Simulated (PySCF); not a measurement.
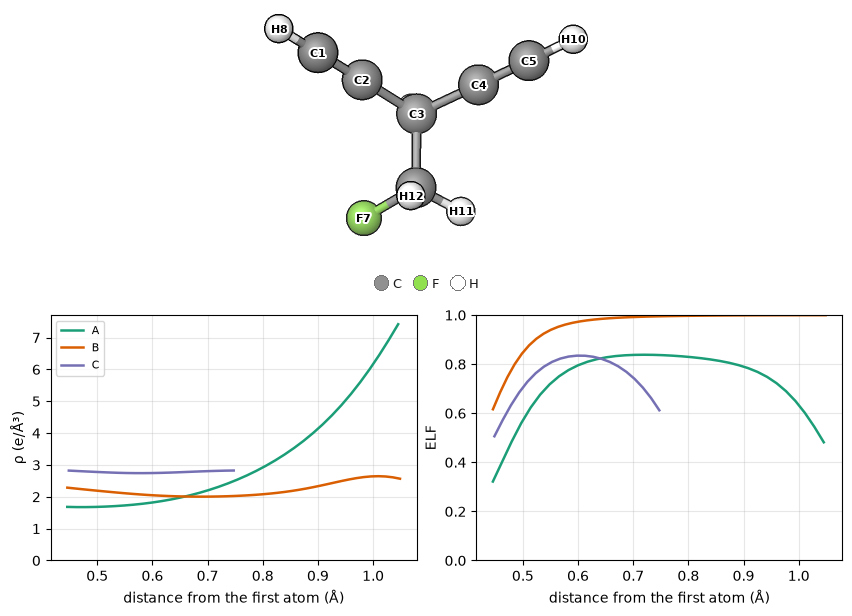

C₆H₅F. Electron density and electron localisation function along straight lines between neighbouring atoms. The curves leave out the atomic cores. The structure is drawn too.

Geometry: GFN2-xTB.

The calculation used PBE0/pcSseg-1, SCF density, gas phase, non-relativistic in PySCF.

```xyz
12

C     0.0500    2.4672    0.5372
C    -0.0325    1.3515    0.1151
C    -0.1336   -0.0211   -0.3613
C     1.1421   -0.6954   -0.1677
C     2.1947   -1.2347    0.0090
C    -1.2408   -0.7843    0.3843
F    -2.4760   -0.3146    0.0190
H     0.1200    3.4525    0.8899
H    -0.3773   -0.0101   -1.4325
H     3.1195   -1.7090    0.1497
H    -1.2149   -1.8497    0.1285
H    -1.1500   -0.6529    1.4676
```

**Which curve belongs to which contact (C–C, C–F and C–H)? The first atom named is at distance zero.**

Curve A: C–F (1.37 Å): the density is about 2.1 e/Å³ at the midpoint, with its minimum of 1.7 e/Å³ about 0.5 Å from C; the ELF peaks at about 0.85 between the atoms: a polar covalent bond. Curve B: C–H (1.05 Å): ρ at the midpoint is about 2.2 e/Å³; the ELF climbs to about 1 towards the hydrogen, as it does in any bond to H: a covalent bond by its length. Curve C: C–C (1.20 Å): ρ at the midpoint is about 2.7 e/Å³; the ELF peaks at about 0.85 between the atoms: a multiple bond.
